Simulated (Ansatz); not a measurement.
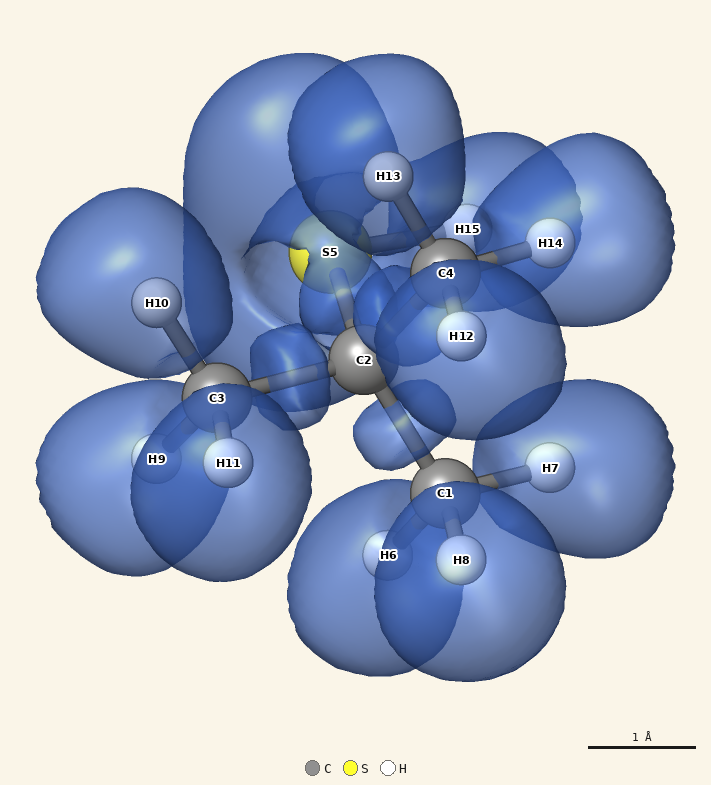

Figure. C$_{4}$H$_{10}$S. Isosurface of the electron localisation function at 0.75 (blue), seen at a tilt. Only the valence region is drawn (cores and ρ < 0.01 e/Å³ removed).

Geometry: PBE0-D4/def2-TZVP.

Method: RKS PBE0-D4/def2-TZVPP in Ansatz 0.2.0.

Input file:

```
crystal:
  periodic: [false, false, false]
  atoms:
    - {symbol: C, position_ang: [-1.296159, 0.268501, 0.560322]}
    - {symbol: C, position_ang: [0.116084, 0.176958, 0.001653]}
    - {symbol: C, position_ang: [1.063372, -0.398631, 1.047164]}
    - {symbol: C, position_ang: [0.141302, -0.672674, -1.260240]}
    - {symbol: S, position_ang: [0.763100, 1.857667, -0.356449]}
    - {symbol: H, position_ang: [-1.322502, 0.886091, 1.459407]}
    - {symbol: H, position_ang: [-1.982268, 0.702681, -0.170692]}
    - {symbol: H, position_ang: [-1.664059, -0.731301, 0.814261]}
    - {symbol: H, position_ang: [1.068028, 0.209594, 1.954349]}
    - {symbol: H, position_ang: [2.085154, -0.457112, 0.665744]}
    - {symbol: H, position_ang: [0.741507, -1.408512, 1.315604]}
    - {symbol: H, position_ang: [-0.203014, -1.687704, -1.035317]}
    - {symbol: H, position_ang: [1.149832, -0.732224, -1.672288]}
    - {symbol: H, position_ang: [-0.515912, -0.258036, -2.028212]}
    - {symbol: H, position_ang: [-0.166367, 2.194002, -1.265804]}
basis:
  gaussian: {orbitals: def2-TZVPP}
hamiltonian: {xc: pbe0, dispersion: d4}
output: {orbitals: {seedname: orbitals}}
```

Launched as:

```sh
ansatz run in.yaml --threads 4 --pin off --events-out ev --progress --plain --max-ram 10444MiB
```

Q: Describe the localisation domains.

A: At this value the surface marks out three regions between bonded C–C atoms (shared pairs), nine regions around hydrogen nuclei and one joined region spread over several atoms (H, S), in which their bonds and any lone pairs are merged. Along the contacts the grid gives the following. C–C (1.52 Å): the ELF peaks at about 0.95 between the atoms (a shared electron pair). C–S (1.84 Å): the ELF peaks at about 0.90 between the atoms; a shared electron pair.
